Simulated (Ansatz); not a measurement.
# HfBr2F2: a trial structure relaxed, part 2 of 2

Where does this trial cell of HfBr2F2 go when cell and atoms are let free?

Ansatz 0.2.0; DFT PBE, scalar-relativistic, plane waves, PAW. Earlier steps stand in the parts before.

## 4. Full relaxation

The end of the coarse run is made exact in the group found at a tolerance of 0.06 Å and reduced to its primitive cell.

input.yaml

```yaml
crystal:
  lattice:
    - [3.7774106269, 0.0, 0.0]
    - [-1.8887053135, 3.2713335634, 0.0]
    - [0.0, 0.0, 8.4393183024]
  atoms:
    - { symbol: Hf, position: [0.0, 0.0, 0.0] }
    - { symbol: Br, position: [0.3333333333, 0.6666666667, 0.2712169272] }
    - { symbol: Br, position: [0.6666666667, 0.3333333333, 0.7287830728] }
    - { symbol: F, position: [0.3333333333, 0.6666666667, 0.9454157686] }
    - { symbol: F, position: [0.6666666667, 0.3333333333, 0.0545842314] }
basis:
  ecutwfc: 420
kpoints:
  mp_grid: { grid: [12, 12, 4] }
hamiltonian:
  xc: pbe
scf:
  occupations: { method: gaussian, width: 0.02 }
output:
  forces: true
  stress: true
  eigenvalues: true
relax:
  adjacent_minimum: "off"
  f_tol: 0.01
  max_steps: 80
  cell: { stress_tol: 0.05 }
```

Launch:

```sh
> ansatz run input.yaml --threads 1 --pin off --max-ram 2560MiB --backend cpu --events-out ev --progress --plain --runs-dir out
```

The program printed:

```text
Warning: RAYON_NUM_THREADS=1 ignored (pool sized by the plan → 1); use --threads N
Engine: ansatz 0.2.0, x86_64-unknown-linux-gnu
Pseudopotentials: kind: paw
Pseudopotential: Hf, paw, valence charge 26, recommended cutoff 420 eV (normal), Hf.paw.azcp
Pseudopotential: Br, paw, valence charge 7, recommended cutoff 420 eV (normal), Br.paw.azcp
Pseudopotential: F, paw, valence charge 7, recommended cutoff 420 eV (normal), F.paw.azcp
Functional definition: PBE
  parameter kappa = 0.804
  parameter beta = 0.06672455060314922
  exchange = pbe_x(kappa = kappa, mu = beta*pi^2/3)
  correlation = pbe_c(beta = beta)
Crystal: 5 atoms, lattice volume = 104.286 Å³
Basis set: ecut = 420 eV, 2033 PW (Γ), exchange–correlation on 54×54×120 points (8 copies of the dense FFT grid, shifted against one another)
Bands: 33, of which v1, the nominal top of the filled ones, is band 27 counted from 1 (26 counted from 0)
Symmetry: 12 space group operations
Space group: P-3m1 (ITA 164), of the structure as read, at distance tolerance 4.7e-5 Å
k-points: 69 of 576
Non-local potential: Hf, projectors of the file, l = 0: 3, l = 1: 2, l = 2: 2, l = 3: 3
Non-local potential: Br, projectors of the file, l = 0: 2, l = 1: 2, l = 2: 2
Non-local potential: F, projectors of the file, l = 0: 2, l = 1: 2, l = 2: 1
PAW form: soft (Blöchl's): semilocal exchange-correlation on the pseudo side does not see the compensation charge
PAW one-centre angular grid: Hf, 590 points (default); XC on 64 Gauss nodes
PAW one-centre angular grid: Br, 110 points (default); XC on 64 Gauss nodes
PAW one-centre angular grid: F, 110 points (default); XC on 64 Gauss nodes
Initial density: superposition of atomic densities (neutral atoms: chi_scale 0, normalization atom), corrected by the library's trained network
Initial wavefunctions: pseudopotential atomic-orbital guess
Functional: x = pbe(κ = 0.804, μ = 0.2195149727645171), c = pbe(β = 0.06672455060314922)
SCF iter   1: F=—  HF=-22909.208673 eV  |F-HF|=—  |Δ(HF+E_count)|=         —  Δρ=1.31e-2  dr2=1.03e0  ethr=1.77e-3  ⟨swp⟩=6.7  Hψ=9574  notcnv=0
preconditioner: auto → Resta (q_TF=auto, 2.445 Å⁻¹)  ε∞=4.3  [insulator: Δε(μ)=1.961 eV  Ē_g=13.509 eV  σ=0.020 eV  W_gap=1.00  n_scr=36 (ndim 8)  ℏωp=24.7 eV  f_vac=0.178  D(μ)=0.00/eV (n_scr^D=0)  ε∞_Penn≈4.3]
SCF iter   2: F=—  HF=-22909.077024 eV  |F-HF|=—  |Δ(HF+E_count)|=   1.32e-1  Δρ=5.20e-3  dr2=3.75e-2  ethr=1.77e-3  ⟨swp⟩=2.0  Hψ=3082  notcnv=0  defer=63
SCF iter   3: F=—  HF=-22909.065269 eV  |F-HF|=—  |Δ(HF+E_count)|=   1.18e-2  Δρ=2.09e-3  dr2=7.11e-3  ethr=6.95e-5  ⟨swp⟩=2.2  Hψ=4000  notcnv=0  defer=77
SCF iter   4: F=—  HF=-22909.063812 eV  |F-HF|=—  |Δ(HF+E_count)|=   1.46e-3  Δρ=8.70e-4  dr2=1.83e-3  ethr=1.32e-5  ⟨swp⟩=2.0  Hψ=3972  notcnv=0  defer=77
SCF iter   5: F=—  HF=-22909.063332 eV  |F-HF|=—  |Δ(HF+E_count)|=   4.80e-4  Δρ=3.10e-4  dr2=1.70e-4  ethr=3.40e-6  ⟨swp⟩=2.0  Hψ=4010  notcnv=0  defer=77
SCF iter   6: F=—  HF=-22909.063347 eV  |F-HF|=—  |Δ(HF+E_count)|=   1.55e-5  Δρ=2.82e-4  dr2=5.77e-5  ethr=3.14e-7  ⟨swp⟩=2.0  Hψ=4028  notcnv=0  defer=77
SCF iter   7: F=—  HF=-22909.063362 eV  |F-HF|=—  |Δ(HF+E_count)|=   1.49e-5  Δρ=6.18e-5  dr2=7.05e-6  ethr=1.07e-7  ⟨swp⟩=2.6  Hψ=3791  notcnv=0  defer=77
SCF iter   8: F=—  HF=-22909.063364 eV  |F-HF|=—  |Δ(HF+E_count)|=   2.62e-6  Δρ=2.20e-5  dr2=5.72e-7  ethr=1.31e-8  ⟨swp⟩=2.9  Hψ=4186  notcnv=0  defer=77
SCF iter   9: F=-22909.063365 eV  HF=-22909.063365 eV  |F-HF|=3.71e-8  |Δ(HF+E_count)|=   8.52e-7  Δρ=4.09e-6  dr2=3.81e-8  ethr=1.85e-10  ⟨swp⟩=12.6  Hψ=10882  notcnv=0
SCF 1 converged in 9 iterations: F = -22909.063365 eV  dr2 = 3.81e-8
relax step   1: F+E_penalty+E_count = -22909.06336538 eV  Δ(F+E_penalty+E_count) = +0.000e0 eV  max|allowed force component| = 1.520e-2 eV/Å  Δτ_max = 0.0000 Å  P = +0.160 GPa  Ω = 104.286 Å³  (9 SCF iters, dr2 threshold 1.00e-7 eV, accepted)
Crystal: 5 atoms, lattice volume = 104.779 Å³
Initial density: handed on by an earlier stage of this run
Initial wavefunctions: those handed on with the density
iter 1 solved again at ethr=2.08e-6 eV; its pass at ethr=3.10e-3 eV (dr2=1.13e-3 eV) is discarded
SCF iter   1: F=—  HF=-22909.062947 eV  |F-HF|=—  |Δ(HF+E_count)|=         —  Δρ=6.97e-4  dr2=1.02e-3  ethr=2.08e-6  ⟨swp⟩=2.9  Hψ=11024  notcnv=0
preconditioner: auto → Resta (q_TF=auto, 2.443 Å⁻¹)  ε∞=4.3  [insulator: Δε(μ)=2.370 eV  Ē_g=13.562 eV  σ=0.020 eV  W_gap=1.00  n_scr=36 (ndim 8)  ℏωp=24.6 eV  f_vac=0.184  D(μ)=0.00/eV (n_scr^D=0)  ε∞_Penn≈4.3]
SCF iter   2: F=—  HF=-22909.062756 eV  |F-HF|=—  |Δ(HF+E_count)|=   1.91e-4  Δρ=2.88e-4  dr2=7.35e-5  ethr=1.90e-6  ⟨swp⟩=2.5  Hψ=3782  notcnv=0
SCF iter   3: F=—  HF=-22909.062760 eV  |F-HF|=—  |Δ(HF+E_count)|=   4.19e-6  Δρ=1.36e-4  dr2=2.05e-5  ethr=1.36e-7  ⟨swp⟩=2.0  Hψ=3665  notcnv=0
SCF iter   4: F=—  HF=-22909.062756 eV  |F-HF|=—  |Δ(HF+E_count)|=   3.61e-6  Δρ=6.69e-5  dr2=3.77e-6  ethr=3.80e-8  ⟨swp⟩=2.1  Hψ=4040  notcnv=0
SCF iter   5: F=—  HF=-22909.062755 eV  |F-HF|=—  |Δ(HF+E_count)|=   1.44e-6  Δρ=1.95e-5  dr2=4.59e-7  ethr=6.99e-9  ⟨swp⟩=2.1  Hψ=3530  notcnv=0
SCF iter   6: F=-22909.062755 eV  HF=-22909.062755 eV  |F-HF|=9.36e-9  |Δ(HF+E_count)|=   1.38e-7  Δρ=4.26e-6  dr2=2.53e-8  ethr=2.41e-10  ⟨swp⟩=6.3  Hψ=9800  notcnv=0
SCF 2 converged in 6 iterations: F = -22909.062755 eV  dr2 = 2.53e-8
relax step   2: F+E_penalty+E_count = -22909.06275501 eV  Δ(F+E_penalty+E_count) = +6.104e-4 eV  max|allowed force component| = 3.050e-2 eV/Å  Δτ_max = 0.0030 Å  P = -0.098 GPa  Ω = 104.779 Å³  energy of the carried Pulay correction = -7.725e-4 eV  (6 SCF iters, dr2 threshold 1.30e-7 eV, accepted)
Crystal: 5 atoms, lattice volume = 105.005 Å³
iter 1 solved again at ethr=3.42e-7 eV; its pass at ethr=3.10e-3 eV (dr2=1.85e-4 eV) is discarded
SCF iter   1: F=—  HF=-22909.062653 eV  |F-HF|=—  |Δ(HF+E_count)|=         —  Δρ=3.80e-4  dr2=1.64e-4  ethr=3.42e-7  ⟨swp⟩=3.0  Hψ=11659  notcnv=0
preconditioner: auto → Resta (q_TF=auto, 2.442 Å⁻¹)  ε∞=4.3  [insulator: Δε(μ)=2.363 eV  Ē_g=13.561 eV  σ=0.020 eV  W_gap=1.00  n_scr=36 (ndim 8)  ℏωp=24.6 eV  f_vac=0.186  D(μ)=0.00/eV (n_scr^D=0)  ε∞_Penn≈4.3]
SCF iter   2: F=—  HF=-22909.062625 eV  |F-HF|=—  |Δ(HF+E_count)|=   2.80e-5  Δρ=1.65e-4  dr2=1.92e-5  ethr=3.04e-7  ⟨swp⟩=2.0  Hψ=2998  notcnv=0
SCF iter   3: F=—  HF=-22909.062634 eV  |F-HF|=—  |Δ(HF+E_count)|=   8.78e-6  Δρ=7.03e-5  dr2=5.71e-6  ethr=3.56e-8  ⟨swp⟩=2.7  Hψ=3984  notcnv=0
SCF iter   4: F=—  HF=-22909.062633 eV  |F-HF|=—  |Δ(HF+E_count)|=   7.46e-7  Δρ=1.55e-5  dr2=2.12e-7  ethr=1.06e-8  ⟨swp⟩=2.6  Hψ=4153  notcnv=0
SCF iter   5: F=—  HF=-22909.062633 eV  |F-HF|=—  |Δ(HF+E_count)|=   9.08e-8  Δρ=8.02e-6  dr2=6.29e-8  ethr=1.08e-10  ⟨swp⟩=6.8  Hψ=9954  notcnv=0
SCF iter   6: F=-22909.062633 eV  HF=-22909.062633 eV  |F-HF|=1.66e-9  |Δ(HF+E_count)|=   1.32e-8  Δρ=2.24e-6  dr2=7.77e-9  ethr=1.08e-10  ⟨swp⟩=4.9  Hψ=7986  notcnv=0
SCF 3 converged in 6 iterations: F = -22909.062633 eV  dr2 = 7.77e-9
relax step   3: F+E_penalty+E_count = -22909.06263342 eV  Δ(F+E_penalty+E_count) = +1.216e-4 eV  max|allowed force component| = 5.582e-3 eV/Å  Δτ_max = 0.0085 Å  P = -0.030 GPa  Ω = 105.005 Å³  energy of the carried Pulay correction = -1.124e-3 eV  (6 SCF iters, dr2 threshold 5.81e-8 eV, accepted)
[... from here on, the SCF cycles and remarks between the steps are left out ...]
relax step   4: F+E_penalty+E_count = -22909.06225229 eV  Δ(F+E_penalty+E_count) = +3.811e-4 eV  max|allowed force component| = 3.182e-3 eV/Å  Δτ_max = 0.0088 Å  P = +0.015 GPa  Ω = 105.308 Å³  energy of the carried Pulay correction = -1.595e-3 eV  (7 SCF iters, dr2 threshold 7.81e-9 eV, accepted)
relax step   5: F+E_penalty+E_count = -22909.06419541 eV  Δ(F+E_penalty+E_count) = -1.943e-3 eV  max|allowed force component| = 3.215e-3 eV/Å  Δτ_max = 0.0000 Å  P = +0.050 GPa  Ω = 105.308 Å³  stress off target by 1.20e-1 GPa  SCF on the basis re-selected at this cell (its energy is not comparable with the rows above)  (6 SCF iters)
relax step   6: F+E_penalty+E_count = -22909.06306834 eV  Δ(F+E_penalty+E_count) = +1.127e-3 eV  max|allowed force component| = 5.832e-3 eV/Å  Δτ_max = 0.0179 Å  P = +0.029 GPa  Ω = 106.148 Å³  energy of the carried Pulay correction = -1.452e-3 eV  (7 SCF iters, dr2 threshold 3.62e-8 eV, accepted)
relax step   7: F+E_penalty+E_count = -22909.06257140 eV  Δ(F+E_penalty+E_count) = +4.969e-4 eV  max|allowed force component| = 9.168e-3 eV/Å  Δτ_max = 0.0039 Å  P = -0.035 GPa  Ω = 106.436 Å³  energy of the carried Pulay correction = -1.964e-3 eV  (6 SCF iters, dr2 threshold 1.23e-8 eV, accepted)
relax step   8: F+E_penalty+E_count = -22909.06258637 eV  Δ(F+E_penalty+E_count) = -1.497e-5 eV  max|allowed force component| = 3.210e-4 eV/Å  Δτ_max = 0.0012 Å  P = -0.000 GPa  Ω = 106.436 Å³  energy of the carried Pulay correction = -1.965e-3 eV  (5 SCF iters, dr2 threshold 1.27e-8 eV, accepted)
relax step   9: F+E_penalty+E_count = -22909.06478355 eV  Δ(F+E_penalty+E_count) = -2.197e-3 eV  max|allowed force component| = 2.659e-4 eV/Å  Δτ_max = 0.0000 Å  P = +0.019 GPa  Ω = 106.436 Å³  stress off target by 5.16e-2 GPa  SCF on the basis re-selected at this cell (its energy is not comparable with the rows above)  (6 SCF iters)
relax step  10: F+E_penalty+E_count = -22909.06386023 eV  Δ(F+E_penalty+E_count) = +9.233e-4 eV  max|allowed force component| = 1.065e-3 eV/Å  Δτ_max = 0.0128 Å  P = +0.005 GPa  Ω = 107.052 Å³  energy of the carried Pulay correction = -1.048e-3 eV  (8 SCF iters, dr2 threshold 6.64e-9 eV, accepted)
iter 1 solved again at ethr=1.39e-7 eV; its pass at ethr=3.10e-3 eV (dr2=7.48e-5 eV) is discarded
SCF iter   1: F=—  HF=-22909.064874 eV  |F-HF|=—  |Δ(HF+E_count)|=         —  Δρ=5.02e-5  dr2=3.52e-7  ethr=1.39e-7  ⟨swp⟩=4.9  Hψ=17714  notcnv=0
preconditioner: auto → Resta (q_TF=auto, 2.434 Å⁻¹)  ε∞=4.2  [insulator: Δε(μ)=2.370 eV  Ē_g=13.563 eV  σ=0.020 eV  W_gap=1.00  n_scr=36 (ndim 8)  ℏωp=24.3 eV  f_vac=0.199  D(μ)=0.00/eV (n_scr^D=0)  ε∞_Penn≈4.2]
SCF iter   2: F=—  HF=-22909.064906 eV  |F-HF|=—  |Δ(HF+E_count)|=   3.20e-5  Δρ=2.27e-5  dr2=1.06e-7  ethr=6.53e-10  ⟨swp⟩=3.0  Hψ=4770  notcnv=0
SCF iter   3: F=—  HF=-22909.064910 eV  |F-HF|=—  |Δ(HF+E_count)|=   3.42e-6  Δρ=1.06e-5  dr2=1.50e-8  ethr=1.96e-10  ⟨swp⟩=2.5  Hψ=3625  notcnv=0
SCF iter   4: F=—  HF=-22909.064911 eV  |F-HF|=—  |Δ(HF+E_count)|=   8.16e-7  Δρ=9.97e-7  dr2=2.02e-9  ethr=2.78e-11  ⟨swp⟩=2.0  Hψ=3838  notcnv=0
SCF iter   5: F=—  HF=-22909.064911 eV  |F-HF|=—  |Δ(HF+E_count)|=  4.80e-10  Δρ=2.94e-7  dr2=7.66e-11  ethr=3.74e-12  ⟨swp⟩=2.0  Hψ=3698  notcnv=0
SCF iter   6: F=-22909.064911 eV  HF=-22909.064911 eV  |F-HF|=3.64e-12  |Δ(HF+E_count)|=  1.96e-10  Δρ=7.71e-8  dr2=8.20e-12  ethr=1.00e-12  ⟨swp⟩=5.2  Hψ=8781  notcnv=0
SCF 11 converged in 6 iterations: F = -22909.064911 eV  dr2 = 8.20e-12
relax step  11: F+E_penalty+E_count = -22909.06491060 eV  Δ(F+E_penalty+E_count) = -1.050e-3 eV  max|allowed force component| = 1.102e-3 eV/Å  Δτ_max = 0.0000 Å  P = +0.011 GPa  Ω = 107.052 Å³  stress off target by 3.66e-2 GPa  SCF on the basis re-selected at this cell (its energy is not comparable with the rows above)  (6 SCF iters)
basis re-selected at this cell: Δ(F+E_penalty+E_count) = -1.050e-3 eV, ΔP = +0.006 GPa vs the last step (what re-selecting the basis moved, of the pressure what is left beyond the Pulay correction that the steps carried, after the strain that the cell walked since its last selection, with what the two solves' SCF thresholds leave and, on support functions, any second-order correction that the steps lacked; it is no measure of the basis error at this ecutwfc). This SCF's stress stands 3.66e-2 GPa from its target on what of the cell is left free (relax.cell.stress_tol is 5.00e-2 GPa) and its largest allowed force component is 1.10e-3 eV/Å (relax.f_tol is 1.00e-2 eV/Å): within both
SCF converged after 6 iterations
Free energy (F): -22909.064911 eV
Harris-Foulkes:  -22909.064911 eV  (|F-HF|=3.64e-12)
Internal energy: -22909.064911 eV  (E = F + TS)
E sigma→0 (E₀):  -22909.064911 eV
Fermi energy:    6.856185 eV
--- Per-component energies (eV) ---
  E_band       = -451.543589
  E_kinetic    = 1093.390114
  E_local      = -15300.791270  (includes V_loc(G=0)·N_el)
  E_nonlocal   = -957.115899
  E_hartree    = 7054.324986
  E_xc         = -984.410162
  E_vxc        = -672.694636  (∫ρ·V_xc dr)
  E_paw        = -11818.365008  (= ΣΔE_a)
  E_vpaw       = 1277.013818  (= ΣTr[D̂ρ^β])
  E_aug_tail   = 0.004157  (compensation charges beyond the density's cutoff)
  E_ewald      = -1996.101829
  E_smearing   = -0.000000  (= −TS)
  E_closure    = -0.000000  (closes the sum)
  Σ components = -22909.064911   (vs F -22909.064911, Δ=0.00e0)
--- Forces (eV/Å), atoms counted from 1 ---
  atom   1  Hf     0.00000000    -0.00000000     0.00000000
  atom   2  Br     0.00000000    -0.00000000     0.00024813
  atom   3  Br    -0.00000000     0.00000000    -0.00024813
  atom   4  F      0.00000000    -0.00000000    -0.00110227
  atom   5  F     -0.00000000     0.00000000     0.00110227
  max |Σ_I F_I| component: 3.70e-17 eV/Å
--- Stress (GPa, compression-positive) ---
       -0.001820      -0.000000      -0.000000
       -0.000000      -0.001820      -0.000000
       -0.000000      -0.000000       0.036589
  P = ⅓ Tr σ = 0.0110 GPa (0.110 kbar)
--- Band table (eV; the first three rows and the last of 69) ---
  k-point 0: bands = ["-58.0894", "-26.6034", "-26.6034", "-26.5579", "-19.8344", "-18.4277", "-8.0563", "-8.0313", "-8.0313", "-8.0179", "-8.0179", "-8.0117", "-7.9968", "-7.7976", "-7.7735", "-2.9102", "-2.9102", "-0.3149", "-0.1087", "0.3595", "0.3595", "3.4108", "5.0855", "5.3138", "5.3138", "5.6709", "5.6709", "8.0414", "8.0414", "8.2970", "10.8753", "11.6267", "11.6267"]
  k-point 1: bands = ["-58.0894", "-26.6034", "-26.6034", "-26.5579", "-19.8344", "-18.4278", "-8.0584", "-8.0313", "-8.0313", "-8.0179", "-8.0179", "-8.0117", "-7.9974", "-7.8130", "-7.7546", "-2.9103", "-2.9103", "-0.3306", "-0.1088", "0.3593", "0.3593", "3.5583", "4.8786", "5.3193", "5.3193", "5.6628", "5.6628", "8.0470", "8.0470", "8.3684", "11.1013", "11.6266", "11.6266"]
  k-point 2: bands = ["-58.0894", "-26.6035", "-26.6035", "-26.5579", "-19.8344", "-18.4278", "-8.0605", "-8.0313", "-8.0313", "-8.0179", "-8.0179", "-8.0117", "-7.9979", "-7.8214", "-7.7427", "-2.9105", "-2.9105", "-0.3463", "-0.1092", "0.3590", "0.3590", "3.7611", "4.6213", "5.3250", "5.3250", "5.6544", "5.6544", "8.0525", "8.0525", "8.4319", "11.4854", "11.6263", "11.6263"]
  k-point 68: bands = ["-58.0843", "-26.8153", "-26.8153", "-26.5233", "-18.8495", "-18.8495", "-8.0602", "-8.0398", "-8.0258", "-8.0258", "-8.0230", "-8.0230", "-8.0150", "-7.4070", "-7.4070", "-2.9447", "-1.4088", "-1.4088", "0.1097", "0.1097", "0.4242", "3.3969", "3.8767", "4.1737", "4.1737", "4.7632", "4.7632", "8.6448", "8.7566", "8.7566", "9.2560", "9.2560", "13.6440"]
--- Relaxed structure (8 steps of the walk, 8 accepted, 3 SCFs on fresh bases) ---
  F+E_penalty+E_count = -22909.06491060 eV   max|allowed force component| = 1.102e-3 eV/Å   (the final SCF, on the basis selected at the relaxed cell)
  cell:  # Å, volume = 107.0522 Å³
    - [3.778565691940396, 2.887629809851892e-11, 3.1721473034817017e-18]
    - [-1.8892828459952058, 3.2723338790742704, 2.797605837216899e-29]
    - [7.087066628527604e-18, 4.091719825889615e-18, 8.65786732340597]
  atoms:
    - { symbol: Hf, position: [2.84371356832992e-34, -2.5180443102956643e-34, 2.5694069915035097e-21] }
    - { symbol: Br, position: [0.3333333333333333, 0.6666666666666666, 0.26476558116662685] }
    - { symbol: Br, position: [0.6666666666666665, 0.3333333333333333, 0.7352344188333733] }
    - { symbol: F, position: [0.3333333333333333, 0.6666666666666666, 0.9469206520712707] }
    - { symbol: F, position: [0.6666666666666665, 0.3333333333333333, 0.05307934792872939] }
```

It took 2.4 min on 1 thread of Intel Xeon Platinum 8488C (Sapphire Rapids), shared host; peak memory 0.56 GiB.

The steps of the relaxation:

```csv
step,E - E(step 1) (eV/cell),largest force component (eV/Å),pressure (GPa),volume (Å³)
1,0.0000,0.0152,0.16,104.29
2,0.0006,0.0305,-0.10,104.78
3,0.0007,0.0056,-0.03,105.00
4,0.0011,0.0032,0.02,105.31
5,-0.0008,0.0032,0.05,105.31
6,0.0003,0.0058,0.03,106.15
7,0.0008,0.0092,-0.04,106.44
8,0.0008,0.0003,0.00,106.44
9,-0.0014,0.0003,0.02,106.44
10,-0.0005,0.0011,0.01,107.05
11,-0.0015,0.0011,0.01,107.05
```

Step 1 is the start. Steps 5, 9, 11 each repeat the geometry before them on a plane-wave basis chosen anew, so the energy can jump there without any move. The walk judges its steps with a correction for the finite basis (Pulay term) that this column leaves out, so accepted steps can climb here and lower ones be refused.

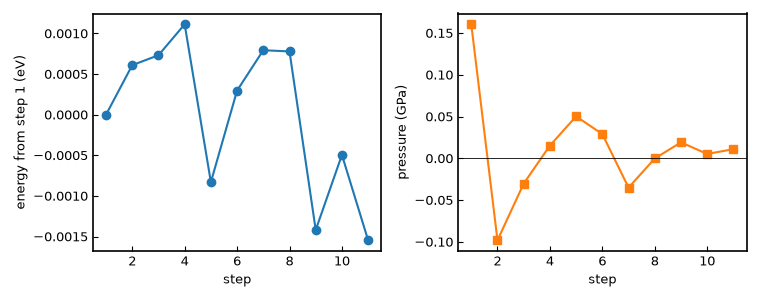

Energy and pressure along the relaxation.

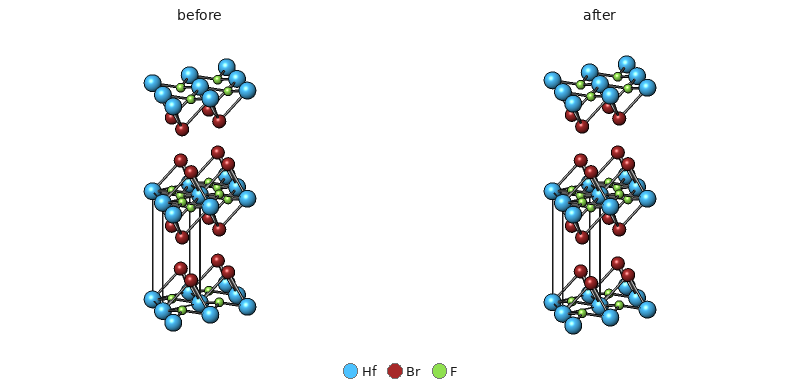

Before and after, at one scale.

|  | before | after | change |
| --- | --- | --- | --- |
| a (Å) | 3.777 | 3.779 | 0.0 % |
| b (Å) | 3.777 | 3.779 | 0.0 % |
| c (Å) | 8.439 | 8.658 | +2.6 % |
| volume (Å³/atom) | 20.86 | 21.41 | +2.7 % |
| shortest distance (Å) | 2.229 | 2.229 | 0.0 % |
| space group (0.01 Å) | P-3m1 | P-3m1 | same |

Forces and stress were held to the start's 12 operations: a distortion of lower symmetry was not tested.

## 5. What came out

What follows sums up all 2 parts. Changes of volume or cell count from the first structure of part 1.

```
                                                              quantity                                                                       value
                                symmetry at the end (tolerance 0.02 Å)                                                 space group P-3m1 (No. 164)
                                                     conventional cell  a = 3.779 Å, b = 3.779 Å, c = 8.658 Å, α = 90.00°, β = 90.00°, γ = 120.00°
                                                                volume                                                               21.41 Å³/atom
energy over the elements (uncorrected; H, N, O, F and Cl as molecules)                                                               -2.03 eV/atom
                                                       gap on the mesh                                                                     2.37 eV
```

The space group P-3m1 (No. 164) is kept, and the volume per atom grows by 9.1 % from the first guess. It lies below the elements, which doesn't yet make it stable: competing phases were not computed in this session. No finished test with a distortion of lower symmetry is shown, so the end may be a saddle point. These runs have no spin-orbit coupling; with Hf it would split and shift bands. Layers here are held mostly by dispersion, which this level lacks, so their spacing and the stiffness across them are unreliable there. Where forces pass 15 eV/Å atoms stand far too close, the PAW spheres overlap strongly and those numbers are rough.
